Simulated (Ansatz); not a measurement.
Energy landscape of H2Mg, singlet: map of symmetric stretch and bend. Scanned: Mg-H bond length and H-Mg-H angle.

Cartesian coordinates as functions of the variables (Å; names that start with a are angles):
```
Mg  0  0  0
H  r*sin(a/2)  0  r*cos(a/2)
H  -r*sin(a/2)  0  r*cos(a/2)
```

Level of theory: CCSD(T) on RHF/cc-pVTZ, frozen core run with Ansatz (an electronic-structure program).

Energy in mEh above the lowest grid point; x is the Mg-H bond length (Å), y the H-Mg-H angle (°).

| y \ x | 1.45 | 1.55 | 1.62 | 1.70 | 1.80 | 1.86 | 1.98 | 2.03 | 2.14 | 2.20 | 2.31 |
|---|---|---|---|---|---|---|---|---|---|---|---|
| 180 | 33.5 | 11.2 | 3.3 | 0.0 | 2.4 | 6.4 | 18.5 | 24.6 | 39.7 | 48.4 | 64.9 |
| 171.54 | 34.0 | 11.6 | 3.7 | 0.4 | 2.8 | 6.8 | 18.8 | 25.0 | 40.0 | 48.7 | 65.2 |
| 161.60 | 35.5 | 13.2 | 5.2 | 1.9 | 4.2 | 8.1 | 20.1 | 26.2 | 41.2 | 49.9 | 66.2 |
| 151.34 | 38.5 | 16.0 | 8.0 | 4.6 | 6.8 | 10.7 | 22.5 | 28.5 | 43.4 | 52.0 | 68.2 |
| 137.77 | 44.5 | 21.9 | 13.7 | 10.1 | 12.1 | 15.9 | 27.4 | 33.3 | 47.8 | 56.2 | 72.1 |
| 131.42 | 48.3 | 25.5 | 17.3 | 13.6 | 15.4 | 19.1 | 30.4 | 36.2 | 50.5 | 58.9 | 74.5 |
| 118.42 | 58.2 | 35.1 | 26.6 | 22.6 | 24.0 | 27.4 | 38.2 | 43.8 | 57.5 | 65.6 | 80.6 |
| 111.98 | 64.3 | 41.0 | 32.3 | 28.1 | 29.3 | 32.5 | 42.9 | 48.4 | 61.8 | 69.6 | 84.3 |
| 97.89 | 81.3 | 57.3 | 48.1 | 43.3 | 43.6 | 46.4 | 55.8 | 60.8 | 73.2 | 80.5 | 94.1 |
| 92.34 | 89.6 | 65.2 | 55.7 | 50.6 | 50.6 | 53.1 | 62.0 | 66.8 | 78.7 | 85.7 | 98.8 |
| 80.19 | 111.4 | 86.2 | 76.0 | 70.1 | 69.0 | 70.8 | 78.3 | 82.5 | 93.1 | 99.4 | 111.0 |
| 70 | 134.1 | 108.1 | 97.3 | 90.6 | 88.5 | 89.7 | 95.8 | 99.4 | 108.6 | 113.9 | 123.9 |

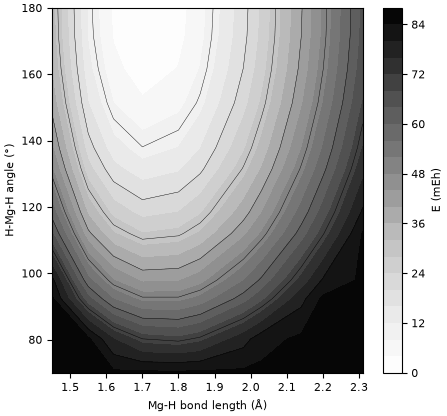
Figure: Energy surface, cut off at 85 mEh.

Points that lie below all their neighbours on the grid: x = 1.70, y = 180 on the edge of the grid (0.0 mEh).
